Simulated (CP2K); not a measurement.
# GeH2SO (SMILES [OH][Ge][SH]): MNDO

What is the energy change on altering one bond length of GeH2SO at MNDO? 

The results are computed with CP2K 2026.2.

5 further runs of the same task are left out: 2 that didn't finish, 3 set aside as unsound or not needed.

## Step 1: The system as given

The species is GeH2SO (5 atoms), meant as a singlet with charge 0. As SMILES, `[OH][Ge][SH]`. The coordinates come from a PBE0-D4/def2-TZVP relaxation. This is one conformer, not always the lowest.

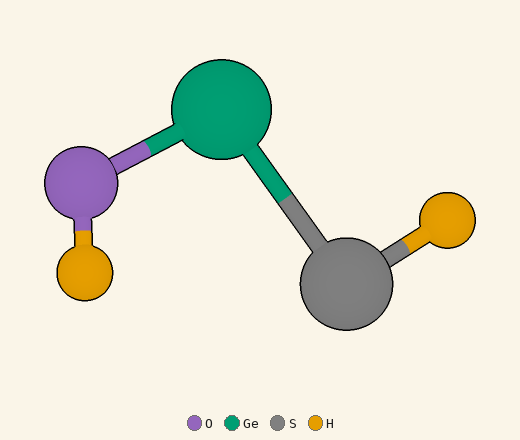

The structure, seen from a chosen angle (oxygen purple, germanium teal, sulfur grey, hydrogen amber).

## Step 2: Energy and gradient at MNDO

Input file job.inp:

```
&GLOBAL
  PROJECT_NAME job
  RUN_TYPE ENERGY_FORCE
  PRINT_LEVEL MEDIUM
&END GLOBAL

&FORCE_EVAL
  METHOD QS
  &DFT
    &QS
      METHOD MNDO
      EPS_DEFAULT 1.0E-10
      &SE
        &COULOMB
          CUTOFF [angstrom] 50
          RC_RANGE [angstrom] 0
        &END COULOMB
        &EXCHANGE
          CUTOFF [angstrom] 50
          RC_RANGE [angstrom] 0
        &END EXCHANGE
      &END SE
    &END QS
    &POISSON
      PERIODIC NONE
      POISSON_SOLVER ANALYTIC
    &END POISSON
    &SCF
      SCF_GUESS ATOMIC
      EPS_SCF 1.0E-07
      MAX_SCF 150
      ADDED_MOS 4
      &DIAGONALIZATION
        ALGORITHM STANDARD
      &END DIAGONALIZATION
      &MIXING
        METHOD DIRECT_P_MIXING
        ALPHA 0.4
      &END MIXING
    &END SCF
    &PRINT
      &MOMENTS
        PERIODIC F
        REFERENCE COM
        MAX_MOMENT 1
      &END MOMENTS
      &MO ON
        ENERGIES T
        OCCUPATION_NUMBERS T
        NDIGITS 6
        &EACH
          QS_SCF 0
        &END EACH
        ADD_LAST NUMERIC
      &END MO
      &HIRSHFELD OFF
      &END HIRSHFELD
    &END PRINT
  &END DFT
  &SUBSYS
    &CELL
      ABC 10.9 11.2 9.2
      PERIODIC NONE
    &END CELL
    &COORD
      SCALED T
      O    0.36565596   0.41228571   0.54729891
      Ge   0.40681193   0.55783929   0.48599457
      S    0.61238073   0.53173214   0.48141848
      H    0.43111468   0.35658036   0.56486413
      H    0.63434404   0.64341964   0.43513587
    &END COORD
  &END SUBSYS
  &PRINT
    &FORCES ON
    &END FORCES
  &END PRINT
&END FORCE_EVAL
```

Command:

```
$ OMP_NUM_THREADS=1 cp2k.psmp -i job.inp > job.out 2>&1
```

The log of the run:

```text
CP2K| version string:                                       CP2K version 2026.2
[...]
 GLOBAL| Method name                                                        CP2K
[...]
 GLOBAL| Run type                                                   ENERGY_FORCE
[...]
                             - Atoms:                                          5
[...]
                             - Spherical basis functions:                     14
[...]
 Number of electrons:                                                         18
[...]
     1 P_Mix/Diag. 0.40E+00    0.0     0.88914830       -21.1930644307 -2.12E+01
[...]
    20 DIIS/Diag.  0.81E-07    0.0     0.00000009       -24.2164115709 -2.84E-14
  *** SCF run converged in    20 steps ***
  Core-core repulsion energy [eV]:                            676.54414095787831
  Core Hamiltonian energy [eV]:                             -1115.45341514993515
  Two-electron integral energy [eV]:                         -440.10559338318700
  Electronic energy [eV]:                                   -1335.50621184152851
  Total energy [eV]:                                         -658.96207088365043
  Atomic reference energy [eV]:                               657.80429055520165
  Heat of formation [kcal/mol]:                               -26.69905075838542
[...]
 SE_DIPOLE| Moment [Debye]          2.27462497      -1.96213581       0.50414561
 SE_DIPOLE| Derivative [a.u.]       0.00000000       0.00000000       0.00000000
 ENERGY| Total FORCE_EVAL ( QS ) energy [hartree]            -24.216411570883068
 FORCES| Atomic forces [hartree/bohr]
 FORCES|   Atom     x               y               z               |f|
 FORCES|      1  3.06083248E-02  1.53751721E-04 -1.92216447E-03   3.06690056E-02
 FORCES|      2  6.06722966E-03 -2.14240853E-02  6.66841648E-03   2.32437192E-02
 FORCES|      3 -1.59216271E-02  3.66672380E-02 -1.10652724E-02   4.14780039E-02
 FORCES|      4 -2.53076735E-02  1.25211435E-02 -2.57282041E-03   2.83527208E-02
 FORCES|      5  4.55374616E-03 -2.79180480E-02  8.89184080E-03   2.96516246E-02
 FORCES| Sum    -1.94289029E-16 -1.11022302E-16  5.55111512E-17
 FORCES| Total atomic force                                       2.30555127E-16
[...]
```

Wall time 0.42 s (1 thread of Arm Neoverse N1, shared host); peak memory 0.13 GiB.

## Step 3: The distorted shape, same level

Input file gas.inp:

```
&GLOBAL
  PROJECT_NAME gas
  RUN_TYPE ENERGY_FORCE
  PRINT_LEVEL MEDIUM
&END

&FORCE_EVAL
  METHOD Quickstep
  &DFT
    CHARGE 0
    MULTIPLICITY 1
    &QS
      METHOD MNDO
      EPS_DEFAULT 1.0E-10
      &SE
        &COULOMB
          CUTOFF [angstrom] 50
          RC_RANGE [angstrom] 0
        &END
        &EXCHANGE
          CUTOFF [angstrom] 50
          RC_RANGE [angstrom] 0
        &END
      &END
    &END
    &POISSON
      PERIODIC NONE
      POISSON_SOLVER ANALYTIC
    &END
    &SCF
      SCF_GUESS ATOMIC
      EPS_SCF 1.0E-07
      MAX_SCF 150
      ADDED_MOS 4
      &DIAGONALIZATION
        ALGORITHM STANDARD
      &END
      &MIXING
        METHOD DIRECT_P_MIXING
        ALPHA 0.4
      &END
    &END
    &PRINT
      &MOMENTS
        PERIODIC F
        REFERENCE COM
        MAX_MOMENT 1
      &END
      &MO ON
        ENERGIES T
        OCCUPATION_NUMBERS T
        NDIGITS 6
        &EACH
          QS_SCF 0
        &END
        ADD_LAST NUMERIC
      &END
      &HIRSHFELD OFF
      &END
    &END
  &END
  &SUBSYS
    &CELL
      ABC [angstrom] 11 11.7 9.3
      PERIODIC NONE
    &END
    &COORD
      SCALED T
      O    0.36306873   0.39732453   0.55480253
      Ge   0.40385055   0.53665786   0.49415737
      S    0.60755055   0.51166641   0.48963048
      H    0.42793236   0.34399974   0.57217887
      H    0.63693127   0.65600026   0.42782113
    &END
  &END
  &PRINT
    &FORCES ON
    &END
  &END
&END
```

Command:

```
$ OMP_NUM_THREADS=1 cp2k.psmp gas.inp > gas.out
```

The log of the run:

```text
CP2K| version string:                                       CP2K version 2026.2
[...]
 GLOBAL| Method name                                                        CP2K
[...]
 GLOBAL| Run type                                                   ENERGY_FORCE
[...]
                             - Atoms:                                          5
[...]
                             - Spherical basis functions:                     14
[...]
 Number of electrons:                                                         18
[...]
     1 P_Mix/Diag. 0.40E+00    0.0     0.89296689       -21.2884031021 -2.13E+01
[...]
    23 DIIS/Diag.  0.51E-07    0.0     0.00000005       -24.1348293534 -2.84E-14
  *** SCF run converged in    23 steps ***
  Core-core repulsion energy [eV]:                            661.52576851562742
  Core Hamiltonian energy [eV]:                             -1113.13781332708891
  Two-electron integral energy [eV]:                         -410.26012207165110
  Electronic energy [eV]:                                   -1318.26787436291443
  Total energy [eV]:                                         -656.74210584728701
  Atomic reference energy [eV]:                               657.80429055520165
  Heat of formation [kcal/mol]:                                24.49456320387541
[...]
 SE_DIPOLE| Moment [Debye]          2.18707201      -1.83700353       0.46841484
 SE_DIPOLE| Derivative [a.u.]       0.00000000       0.00000000       0.00000000
 ENERGY| Total FORCE_EVAL ( QS ) energy [hartree]            -24.134829353379317
 FORCES| Atomic forces [hartree/bohr]
 FORCES|   Atom     x               y               z               |f|
 FORCES|      1  3.10600062E-02 -6.29318314E-04 -1.69259809E-03   3.11124559E-02
 FORCES|      2  9.39919901E-03 -1.78024262E-02  5.27242761E-03   2.08103295E-02
 FORCES|      3  1.78193534E-03  1.12772191E-01 -3.71648759E-02   1.18751717E-01
 FORCES|      4 -2.53657252E-02  1.24550711E-02 -2.54725131E-03   2.83731793E-02
 FORCES|      5 -1.68754153E-02 -1.06795517E-01  3.61322977E-02   1.13998268E-01
 FORCES| Sum     1.11022302E-16 -1.11022302E-16  1.11022302E-16
 FORCES| Total atomic force                                       1.92296269E-16
[...]
```

Wall time 0.42 s (1 thread of Arm Neoverse N1, shared host); peak memory 0.13 GiB.

## Step 4: Summary of results

At MNDO:

| quantity | value |
| --- | --- |
| first shape: total energy | -24.21641 Eh |
| first shape: dipole moment | 3.05 D |
| first shape: HOMO energy | -8.54 eV |
| first shape: LUMO energy | -0.14 eV |
| first shape: HOMO–LUMO gap | 8.40 eV |
| first shape: heat of formation at this unrelaxed shape | -26.7 kcal/mol |
| first shape: largest force on an atom | 2.133 eV/Å |
| distorted shape: total energy | -24.13483 Eh |
| distorted shape: dipole moment | 2.89 D |
| distorted shape: HOMO energy | -8.46 eV |
| distorted shape: LUMO energy | -0.12 eV |
| distorted shape: HOMO–LUMO gap | 8.34 eV |
| distorted shape: heat of formation at this unrelaxed shape | 24.5 kcal/mol |
| distorted shape: largest force on an atom | 6.106 eV/Å |
| energy change with the S3–H5 bond stretched from 1.343 to 1.813 Å | 2.220 eV |

In words: With the S3–H5 bond stretched from 1.343 to 1.813 Å the energy rises by 2.22 eV (51 kcal/mol). The first shape isn't relaxed at this level, so the change isn't measured from a minimum. The largest force (first shape) is 2.13 eV/Å: the shape isn't a stationary point for this species at this level.
